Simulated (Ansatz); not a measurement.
# Si2NH6F (SMILES F[SiH2]N[SiH3]): SVWN5/cc-pVDZ

What is the energy change on altering one bond length of Si2NH6F at SVWN5/cc-pVDZ? 

Program for the calculation: Ansatz 0.2.0.

69 further runs of the same task are left out: 69 set aside as unsound or not needed.

### 1 The structure to begin with

Si2NH6F: 10 atoms, total charge 0, spin state singlet. As SMILES, `F[SiH2]N[SiH3]`. The coordinates come from a PBE0-D4/def2-TZVP relaxation. This is one conformer, not always the lowest.

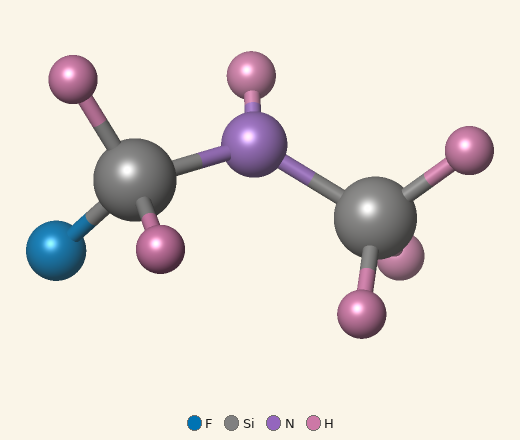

The structure, seen from a chosen angle (fluorine blue, silicon grey, nitrogen purple, hydrogen pink).

### 2 The energy at SVWN5/cc-pVDZ

molecule.yaml

```yaml
crystal:
  periodic: [false, false, false]
  atoms:
    - {symbol: F, position_ang: [-1.561500, 0.994300, -1.776700]}
    - {symbol: Si, position_ang: [-0.375000, 1.301800, -0.745900]}
    - {symbol: N, position_ang: [0.514800, -0.094800, -0.335900]}
    - {symbol: Si, position_ang: [0.194800, -1.236100, 0.928700]}
    - {symbol: H, position_ang: [0.517200, 2.267200, -1.426700]}
    - {symbol: H, position_ang: [-1.010100, 1.839400, 0.475900]}
    - {symbol: H, position_ang: [1.264300, -0.336200, -0.970000]}
    - {symbol: H, position_ang: [1.391500, -1.422100, 1.791600]}
    - {symbol: H, position_ang: [-0.186300, -2.569800, 0.392000]}
    - {symbol: H, position_ang: [-0.924400, -0.683300, 1.730300]}
basis:
  gaussian:
    orbitals: cc-pVDZ
hamiltonian:
  xc: {name: SVWN5}
accuracy: high
output: {orbitals: {seedname: orbitals}}
```

Started as:

```bash
$ ansatz run molecule.yaml --threads 1 --pin off --max-ram 3480MiB --events-out events.jsonl --progress --plain --runs-dir runs
```

The program printed:

```text
Warning: RAYON_NUM_THREADS=1 ignored (pool sized by the plan → 1); use --threads N
Functional definition: SVWN5
  name "SVWN5"
  exchange = slater_x
  correlation = vwn5_c
2240 factors; integrals over basis functions are off by at most 3.7e-9 eV
mean field evaluation 1: about -19959.6023 eV, gradient 6.6e1 eV
mean field evaluation 2: about -19928.2985 eV, gradient 1.3e2 eV
mean field evaluation 4: about -19968.0084 eV, gradient 1.2e1 eV
mean field evaluation 8: about -19968.2226 eV, gradient 3.7e-1 eV
mean field evaluation 16: about -19968.2230 eV, gradient 4.9e-5 eV
mean field -19968.22302146 eV, -733.8186610910 hartree, gradient 3.9e-8 eV, S^2 0.000000; 0 other end points of the search recorded, 0 dependent functions left out
reference -19968.22302513 eV, -733.8186612260 hartree; 25, 25 occupied and 69, 69 virtual orbitals, 2240 factors
Total energy: -19968.22302513 eV, -733.8186612260 hartree
```

Run time: 4.5 s. Hardware: 1 thread of Intel Xeon Platinum 8488C (Sapphire Rapids), shared host; peak memory 0.27 GiB.

### 3 The distorted shape at the same level

molecule.yaml

```yaml
crystal:
  periodic: [false, false, false]
  atoms:
    - {symbol: F, position_ang: [-0.218453, 0.330936, -2.738625]}
    - {symbol: Si, position_ang: [0.968047, 0.638436, -1.707825]}
    - {symbol: "N", position_ang: [1.857847, -0.758164, -1.297825]}
    - {symbol: Si, position_ang: [1.537847, -1.899464, -0.033225]}
    - {symbol: H, position_ang: [1.860247, 1.603836, -2.388625]}
    - {symbol: H, position_ang: [0.332947, 1.176036, -0.486025]}
    - {symbol: H, position_ang: [2.607347, -0.999564, -1.931925]}
    - {symbol: H, position_ang: [2.734547, -2.085464, 0.829675]}
    - {symbol: H, position_ang: [1.156747, -3.233164, -0.569925]}
    - {symbol: H, position_ang: [-0.924400, -0.683300, 1.730300]}
basis:
  gaussian:
    orbitals: cc-pVDZ
accuracy: high
hamiltonian:
  xc: {name: SVWN5}
output:
  orbitals: {seedname: orbitals}
```

Started as:

```bash
$ ansatz run molecule.yaml --threads 1 --pin off --max-ram 3480MiB --events-out events.jsonl --progress --plain --runs-dir runs
```

The program printed:

```text
Warning: RAYON_NUM_THREADS=1 ignored (pool sized by the plan → 1); use --threads N
[... 4 set-up lines as earlier in the session ...]
2198 factors; integrals over basis functions are off by at most 3.7e-9 eV
mean field evaluation 1: about -19955.4496 eV, gradient 6.7e1 eV
mean field evaluation 2: about -19893.6146 eV, gradient 1.4e2 eV
mean field evaluation 4: about -19957.4694 eV, gradient 2.9e1 eV
mean field evaluation 8: about -19963.8005 eV, gradient 6.4e0 eV
mean field evaluation 16: about -19964.0855 eV, gradient 9.9e-5 eV
mean field -19964.08545856 eV, -733.6666084588 hartree, gradient 2.9e-8 eV, S^2 0.000000; 0 other end points of the search recorded, 0 dependent functions left out
reference -19964.08546243 eV, -733.6666086012 hartree; 25, 25 occupied and 69, 69 virtual orbitals, 2198 factors
Total energy: -19964.08546243 eV, -733.6666086012 hartree
```

It took 5.1 s on 1 thread of Intel Xeon Platinum 8488C (Sapphire Rapids), shared host; peak memory 0.27 GiB.

### 4 What came out

Level: SVWN5/cc-pVDZ.

| quantity | value |
| --- | --- |
| first shape: total energy | -733.81866 Eh |
| first shape: HOMO energy | -6.60 eV |
| first shape: LUMO energy | -0.57 eV |
| first shape: HOMO–LUMO gap | 6.03 eV |
| distorted shape: total energy | -733.66661 Eh |
| distorted shape: HOMO energy | -5.82 eV |
| distorted shape: LUMO energy | -4.40 eV |
| distorted shape: HOMO–LUMO gap | 1.42 eV |
| energy change with the Si4–H10 bond stretched from 1.483 to 3.264 Å | 4.138 eV |

In words: One bond (distorted shape) is far stretched, which a spin-restricted single reference describes badly; a broken-symmetry solution may lie lower. With the Si4–H10 bond stretched from 1.483 to 3.264 Å the energy rises by 4.14 eV (399 kJ/mol). The first shape isn't relaxed at this level, so the change isn't measured from a minimum. A restricted reference can't describe the breaking bond well at this length.
